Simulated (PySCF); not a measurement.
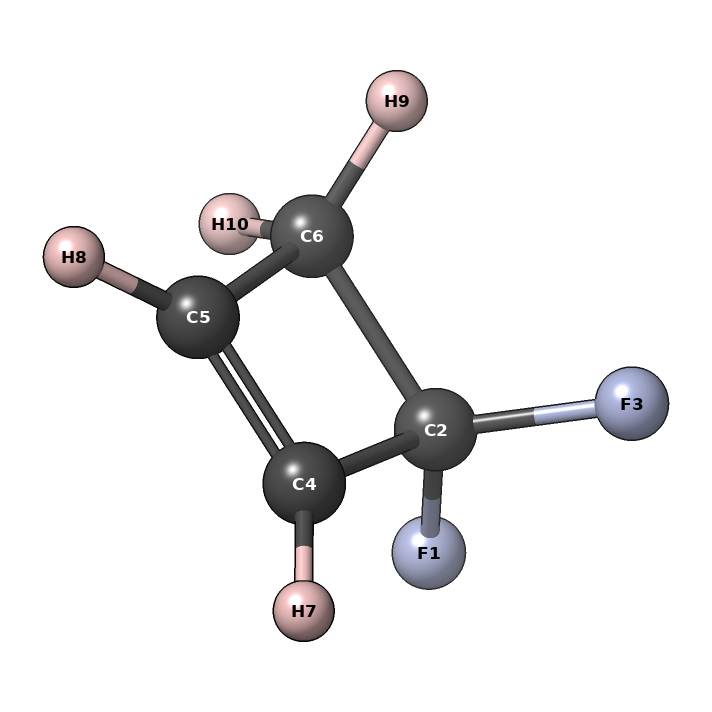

The computed structure is the end point of a GFN2-xTB optimisation. No frequency run is at hand to confirm it as a minimum. Method: B3LYP/pcJ-1 indirect spin-spin coupling, non-relativistic, gas phase (PySCF 2.14.0). Isotopes: 13C, 19F, 1H.

Give the spin–spin coupling constants of these pairs, with the number of bonds between them: F1/C2, F1/C4, F1/H10, F3/C5.

| pair | bonds apart | J (Hz) |
| --- | --- | --- |
| F1, C2 | 1 | −338.9 |
| F1, C4 | 2 | 24.7 |
| F1, H10 | 3 | 3.5 |
| F3, C5 | 3 | 15.9 |

Density functionals are unreliable for couplings to fluorine, so those rows may be far off.
